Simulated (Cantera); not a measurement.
A closed system holds: 1 mol Si3N4, 4.2 mol CO2, 77 mol H2, 0.01 mol H2O, equilibrated at 0.133 bar.

Equilibrium computed with Cantera from the NASA thermochemical tables; the gas is ideal and each condensed phase is pure. Candidate condensed phases: C, C6H6, C7H8, C8H18, H2O, Si, SiC, SiO2, Si2N2O, Si3N4; 151 gas species. Mutual solubility and eutectic melting of coexisting phases are not modelled. The tables hold silica as quartz up to 1696 K and as liquid above; real silica turns to tridymite and cristobalite and melts near 1996 K. Kinetics and transport are ignored.

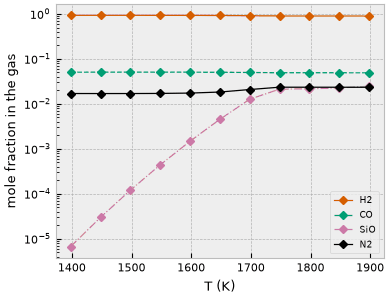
Figure: Equilibrium gas composition (values under 1e-9 drawn at 1e-9)

From 1398 K to 1648 K the condensed part is SiO2(β-quartz) + Si2N2O(s). At 1698 K the condensed part is SiO2(condensed) + Si2N2O(s). From 1748 K to 1898 K the condensed part is SiO2(condensed). The main Si-bearing gas is SiO throughout. The share of Si in condensed phases is highest at 1398 K (100.0 %) and lowest at 1898 K (29.8 %).
